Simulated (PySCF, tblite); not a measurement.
# C6H5F3O: a rotation path, then NMR shifts on frames, part 1 of 2

How do NMR shifts of C6H5F3O (`FC(F)(F)Cc1ccoc1`) change as the atoms move?

The runs use tblite 0.8.0 and PySCF 2.14.0, with density-fitted response routines of our own; the level of theory stands in each step. All values are computed, except where a source is named. Atoms count from 0, in the outputs and in this text.

## Step 1: The starting structure

15 atoms, charge 0, multiplicity 1; geometry from: GFN2-xTB.

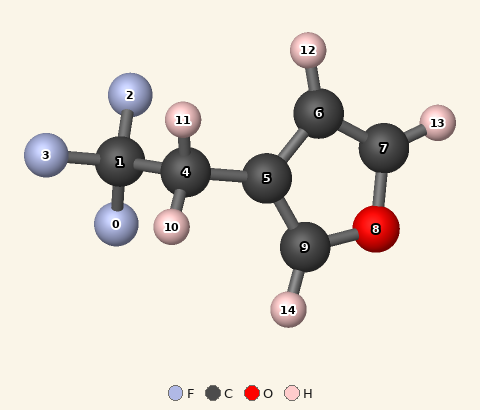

The starting geometry (fluorine light blue, carbon dark grey, oxygen red, hydrogen pink), atoms numbered.

## Step 2: The rotation path with GFN2-xTB

The job: settings as JSON, then the geometry in Å.

```
{"job": {"kind": "neb", "xc": "GFN2-xTB", "basis": "xTB", "atoms": [6, 5, 4, 1], "turn": 120}, "charge": 0, "multiplicity": 1}
F     -1.856721    -1.604230    -0.272075
C     -1.964678    -0.280456    -0.455667
F     -1.653418    -0.044163    -1.736941
F     -3.268715     0.016339    -0.320242
C     -1.102156     0.510309     0.514624
C      0.339170     0.161332     0.331444
C      1.250695     0.754621    -0.583677
C      2.425835     0.092200    -0.416739
O      2.305457    -0.857147     0.523423
C      1.044839    -0.816427     0.971626
H     -1.439877     0.264174     1.522744
H     -1.275484     1.569786     0.318336
H      1.046944     1.555921    -1.263087
H      3.381081     0.200124    -0.890180
H      0.762614    -1.514393     1.734498
```

With the program's defaults for keys left out, this is: GFN2-xTB climbing-image nudged elastic band, gas phase.

Run with:

```bash
$ OMP_NUM_THREADS=1 python probes_run.py task.json out
```

This one command runs all jobs of the session in turn.

The program printed:

```text
image   E - E0 / eV
  0      -0.0000
  1       0.0034
  2       0.0094
  3       0.0179
  4       0.0232
  5       0.0238
  6       0.0235
  7       0.0236
  8       0.0195
```

Wall time 2.3 s (1 thread of Arm Neoverse V2, shared host); peak memory 0.19 GiB.

The final band, with the dihedral C6–C5–C4–C1:

```tsv
image	dihedral (°)	energy (eV)	energy (kcal/mol)
0	87	0.000	0.0
1	102	0.003	0.1
2	117	0.009	0.2
3	133	0.018	0.4
4	149	0.023	0.5
5	164	0.024	0.5
6	180	0.023	0.5
7	195	0.024	0.5
8	210	0.020	0.5
```

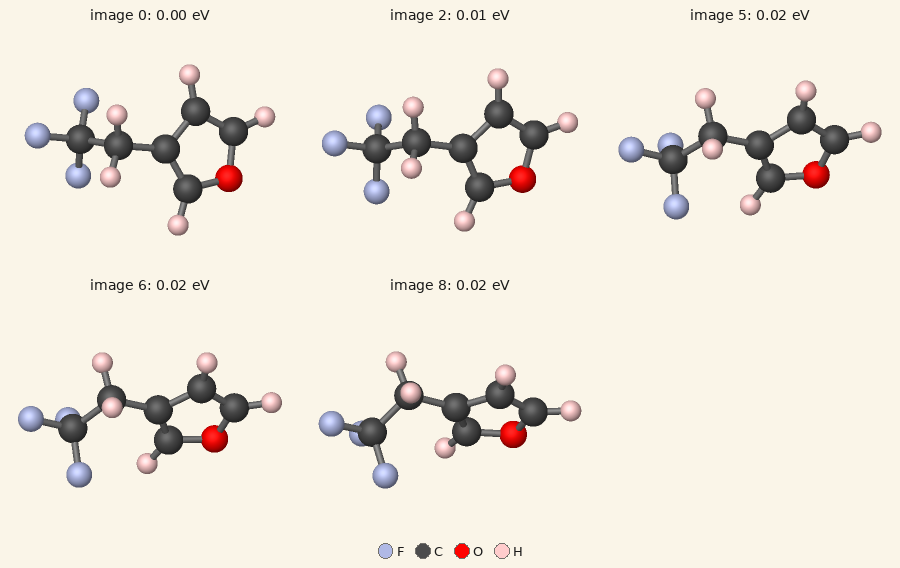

Images along the band.

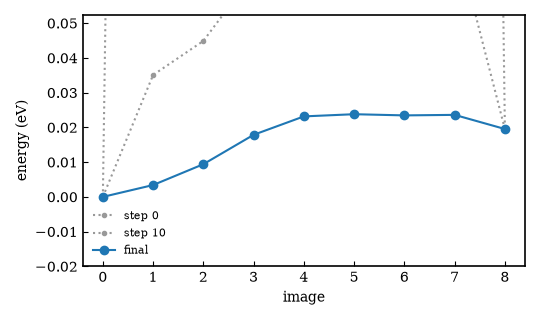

Energy along the band, early and final.

## Step 3: Shielding tensors: image 0, PBE0/pcSseg-1

The job: settings as JSON, then the geometry in Å.

```
{"job": {"kind": "nmr", "xc": "PBE0", "basis": "pcSseg-1", "pop": false}, "charge": 0, "multiplicity": 1}
F     -1.856700    -1.604200    -0.272100
C     -1.964700    -0.280500    -0.455700
F     -1.653400    -0.044200    -1.736900
F     -3.268700     0.016300    -0.320200
C     -1.102200     0.510300     0.514600
C      0.339200     0.161300     0.331400
C      1.250700     0.754600    -0.583700
C      2.425800     0.092200    -0.416700
O      2.305500    -0.857100     0.523400
C      1.044800    -0.816400     0.971600
H     -1.439900     0.264200     1.522700
H     -1.275500     1.569800     0.318300
H      1.046900     1.555900    -1.263100
H      3.381100     0.200100    -0.890200
H      0.762600    -1.514400     1.734500
```

Method: GIAO PBE0/pcSseg-1 NMR shielding, non-relativistic, gas phase.

The program printed:

```text
coarse grid: 13960 points
cycle   1  E = -605.4654292893  dE =  1.976e+00  |g| = 9.313e-01  |ddm| = 3.663e+00
cycle   2  E = -605.3329484711  dE =  1.325e-01  |g| = 1.349e+00  |ddm| = 1.259e+00
cycle   3  E = -605.6147582193  dE = -2.818e-01  |g| = 8.428e-02  |ddm| = 7.246e-01
cycle   4  E = -605.6153463222  dE = -5.881e-04  |g| = 6.572e-02  |ddm| = 1.155e-01
cycle   5  E = -605.6162743889  dE = -9.281e-04  |g| = 1.824e-02  |ddm| = 6.753e-02
cycle   6  E = -605.6163444604  dE = -7.007e-05  |g| = 3.794e-03  |ddm| = 1.717e-02
cycle   7  E = -605.6163471579  dE = -2.698e-06  |g| = 8.633e-04  |ddm| = 3.026e-03
final grid: 140128 points
cycle   8  E = -605.7058133327  dE = -5.208e-05  |g| = 1.102e-02  |ddm| = 3.419e-02
cycle   9  E = -605.7057755926  dE =  3.774e-05  |g| = 1.810e-02  |ddm| = 1.958e-02
cycle  10  E = -605.7058354106  dE = -5.982e-05  |g| = 2.195e-03  |ddm| = 1.328e-02
cycle  11  E = -605.7058365140  dE = -1.103e-06  |g| = 3.899e-04  |ddm| = 2.089e-03
cycle  12  E = -605.7058365391  dE = -2.513e-08  |g| = 1.598e-04  |ddm| = 4.185e-04
cycle  13  E = -605.7058365446  dE = -5.414e-09  |g| = 2.350e-05  |ddm| = 1.471e-04
cycle  14  E = -605.7058365447  dE = -9.777e-11  |g| = 9.736e-06  |ddm| = 2.536e-05
converged SCF energy = -605.7058365447

GIAO shielding tensors (ppm)
atom      isotropic    diamagn.    paramagn.     s11        s22        s33       span
  0 F      256.495     475.247    -218.752    172.228    257.400    339.857    167.629
  1 C       52.327     242.425    -190.099     50.261     50.727     55.992      5.731
  2 F      257.436     475.566    -218.130    175.186    259.575    337.546    162.360
  3 F      251.734     469.358    -217.624    162.791    249.191    343.221    180.430
  4 C      151.592     246.055     -94.464    134.970    148.191    171.614     36.644
  5 C       64.380     261.207    -196.827    -18.461     55.921    155.679    174.139
  6 C       66.741     250.102    -183.361    -22.377     68.438    154.163    176.541
  7 C       38.954     254.633    -215.678    -37.775     46.615    108.022    145.797
  8 O       31.462     397.311    -365.849   -117.773    -48.415    260.574    378.347
  9 C       39.362     253.052    -213.690    -38.320     50.701    105.704    144.024
 10 H       28.426      29.004      -0.579     24.109     27.936     33.232      9.123
 11 H       28.489      28.998      -0.508     24.337     27.896     33.235      8.898
 12 H       24.976      32.289      -7.313     22.842     24.476     27.610      4.769
 13 H       24.162      29.759      -5.597     21.208     25.015     26.265      5.057
 14 H       24.115      32.042      -7.927     20.943     24.056     27.346      6.403
```

Run time: 28 s. Hardware: 1 thread of Arm Neoverse V2, shared host; peak memory 0.86 GiB.

The references, computed at this level on geometries of the same kind, shield at (ppm): 1H TMS 31.72, 13C TMS 186.9, 19F CFCl3 170.9, 17O H2O 336.1. Their shielding less the atom's gives the shift. The references are single molecules in the gas phase, so shifts against H2O, NH3, PH3, H3PO4 or CFCl3 are not on the usual liquid scales and can be off by tens of ppm. Each atom is listed at this fixed geometry, with no averaging over motion; a spectrum would average atoms that exchange fast.

```tsv
atoms	environment	σ (ppm)	δ (ppm)
C7	aromatic CH next to the ring oxygen	39.0	148.0
C9	aromatic CH next to the ring oxygen	39.4	147.6
C1	CF3 carbon	52.3	134.6
C5	substituted aromatic carbon	64.4	122.5
C6	aromatic CH	66.7	120.2
C4	sp3 CH2 on an aromatic ring	151.6	35.3
H14	hydrogen on an aromatic CH next to the ring oxygen	24.11	7.60
H13	hydrogen on an aromatic CH next to the ring oxygen	24.16	7.55
H12	hydrogen on an aromatic CH	24.98	6.74
H10	hydrogen on an sp3 CH2 on an aromatic ring	28.43	3.29
H11	hydrogen on an sp3 CH2 on an aromatic ring	28.49	3.23
F3	fluorine of a CF3 group	251.7	-80.8
F0	fluorine of a CF3 group	256.5	-85.5
F2	fluorine of a CF3 group	257.4	-86.5
O8	aromatic ring oxygen	31.5	304.6
```

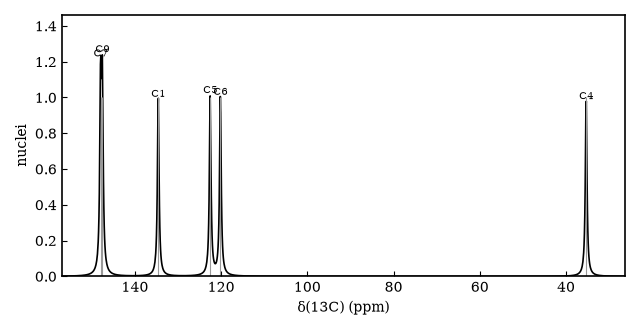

13C lines at the computed shifts, without couplings. Lines are broadened to a width of 0.45 ppm (Lorentzian).

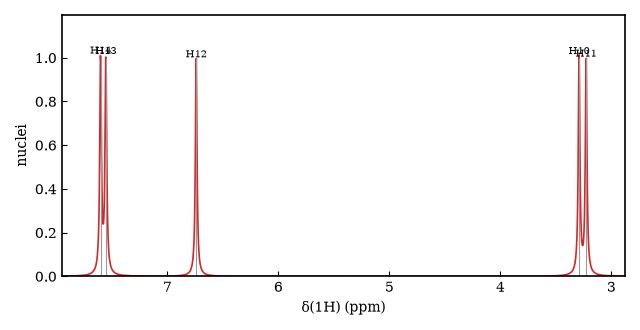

1H lines at the computed shifts, without couplings. Lines are broadened to a width of 0.02 ppm (Lorentzian).

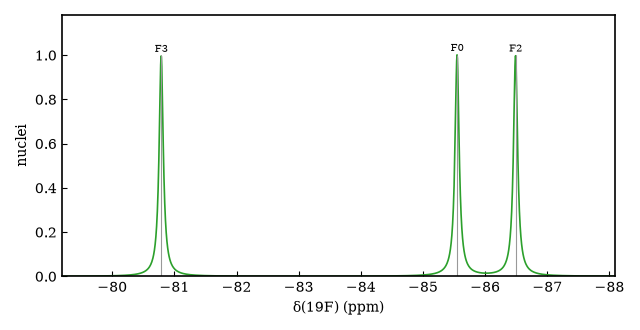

19F lines at the computed shifts, without couplings. Lines are broadened to a width of 0.08 ppm (Lorentzian).

Ring of atoms C5, C6, C7, O8, C9: NICS(0) -12.1, NICS(1) -10.4, NICS(1)zz -26.8 ppm (means of both faces).

Orbitals, density, ELF and potential are computed afterwards from the orbital file.

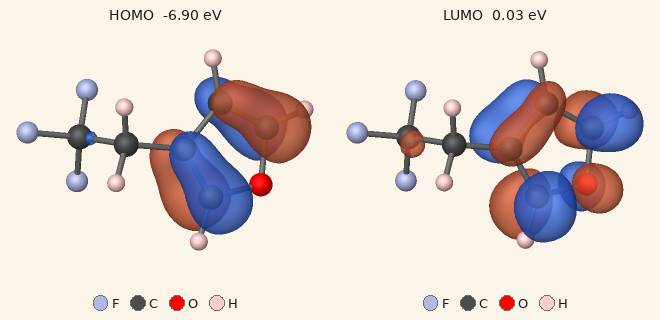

Frontier orbitals at PBE0/pcSseg-1; each surface holds 70 % of the orbital's density, blue and red mark the sign.

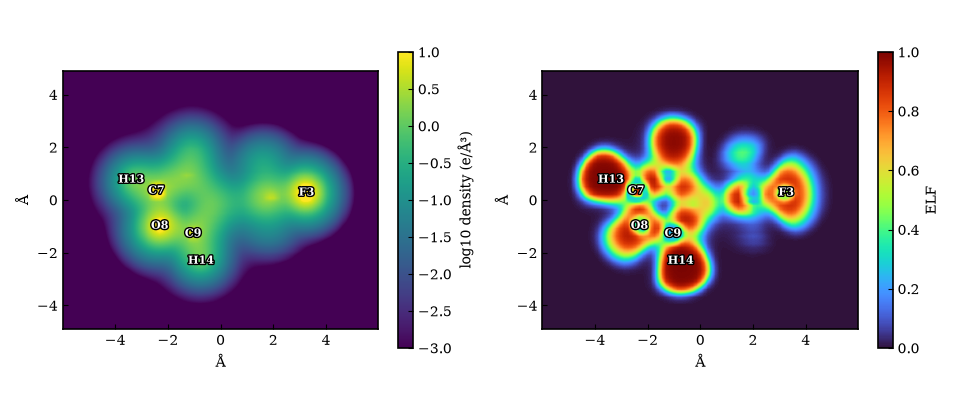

Density (left) and ELF (right) in a plane through or near 6 of the atoms.

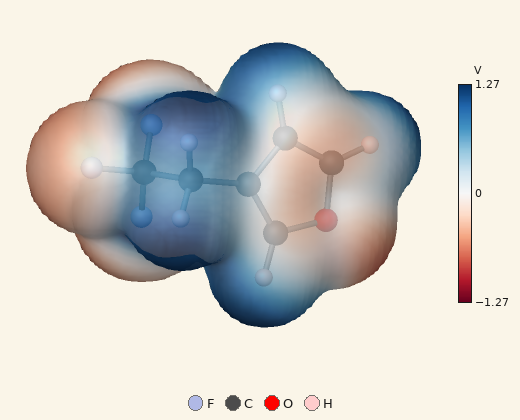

The potential that a unit positive charge feels on the 0.002 e/bohr³ surface, from the 1st to the 99th percentile, from -0.73 V near O8 to 1.27 V near H14.

## Step 4: Shielding tensors: image 2, PBE0/pcSseg-1

The job: settings as JSON, then the geometry in Å.

```
{"job": {"kind": "nmr", "xc": "PBE0", "basis": "pcSseg-1", "pop": false}, "charge": 0, "multiplicity": 1}
F     -1.895700    -1.634900     0.210700
C     -2.000600    -0.398800    -0.299400
F     -1.752300    -0.504600    -1.611700
F     -3.293400    -0.050700    -0.181700
C     -1.087300     0.603500     0.382900
C      0.344900     0.201400     0.234800
C      1.369200     0.923300    -0.433700
C      2.489100     0.159100    -0.329800
O      2.229200    -0.971700     0.342500
C      0.935100    -0.945800     0.682800
H     -1.383200     0.655000     1.433500
H     -1.261400     1.572000    -0.087800
H      1.269800     1.872100    -0.918500
H      3.492000     0.305900    -0.677300
H      0.540100    -1.777600     1.231100
```

Method: GIAO PBE0/pcSseg-1 NMR shielding, non-relativistic, gas phase.

The program printed:

```text
coarse grid: 13960 points
cycle   1  E = -605.4655132599  dE =  1.980e+00  |g| = 9.306e-01  |ddm| = 3.673e+00
cycle   2  E = -605.3329064600  dE =  1.326e-01  |g| = 1.349e+00  |ddm| = 1.264e+00
cycle   3  E = -605.6146543699  dE = -2.817e-01  |g| = 8.182e-02  |ddm| = 7.325e-01
cycle   4  E = -605.6152677007  dE = -6.133e-04  |g| = 6.158e-02  |ddm| = 1.089e-01
cycle   5  E = -605.6160608134  dE = -7.931e-04  |g| = 1.864e-02  |ddm| = 6.443e-02
cycle   6  E = -605.6161347390  dE = -7.393e-05  |g| = 3.837e-03  |ddm| = 1.790e-02
cycle   7  E = -605.6161375804  dE = -2.841e-06  |g| = 8.468e-04  |ddm| = 3.232e-03
final grid: 140128 points
cycle   8  E = -605.7046300889  dE = -4.554e-05  |g| = 1.133e-02  |ddm| = 3.319e-02
cycle   9  E = -605.7045903906  dE =  3.970e-05  |g| = 1.859e-02  |ddm| = 2.042e-02
cycle  10  E = -605.7046535304  dE = -6.314e-05  |g| = 2.229e-03  |ddm| = 1.368e-02
cycle  11  E = -605.7046546749  dE = -1.144e-06  |g| = 3.858e-04  |ddm| = 2.145e-03
cycle  12  E = -605.7046546992  dE = -2.425e-08  |g| = 1.645e-04  |ddm| = 4.186e-04
cycle  13  E = -605.7046547050  dE = -5.793e-09  |g| = 2.531e-05  |ddm| = 1.586e-04
cycle  14  E = -605.7046547051  dE = -1.116e-10  |g| = 1.154e-05  |ddm| = 2.835e-05
converged SCF energy = -605.7046547051

GIAO shielding tensors (ppm)
atom      isotropic    diamagn.    paramagn.     s11        s22        s33       span
  0 F      258.648     475.622    -216.974    176.176    255.578    344.191    168.015
  1 C       51.684     242.768    -191.085     48.707     50.360     55.984      7.276
  2 F      254.966     475.469    -220.502    173.487    253.602    337.809    164.322
  3 F      251.714     469.269    -217.555    163.208    249.395    342.539    179.332
  4 C      151.514     245.772     -94.258    136.149    148.042    170.351     34.202
  5 C       64.799     261.311    -196.512    -18.457     57.507    155.349    173.807
  6 C       67.139     250.234    -183.095    -20.566     71.033    150.949    171.515
  7 C       39.895     254.105    -214.210    -36.189     46.585    109.288    145.477
  8 O       28.699     397.431    -368.732   -122.261    -53.190    261.548    383.809
  9 C       39.143     253.441    -214.297    -38.719     47.626    108.524    147.243
 10 H       28.230      28.415      -0.185     24.504     27.031     33.156      8.653
 11 H       28.551      29.414      -0.863     23.596     28.821     33.237      9.642
 12 H       25.111      32.083      -6.972     23.109     24.915     27.308      4.199
 13 H       24.203      29.567      -5.364     21.250     25.042     26.317      5.068
 14 H       23.939      32.240      -8.301     20.196     23.658     27.963      7.767
```

Wall time 22 s (1 thread of Arm Neoverse V2, shared host); peak memory 0.87 GiB.

Key values: δ C9 147.8, C7 147.0, C1 135.2, C5 122.1, H14 7.78, H13 7.51 ppm.

(Continued in part 2 of 2.)
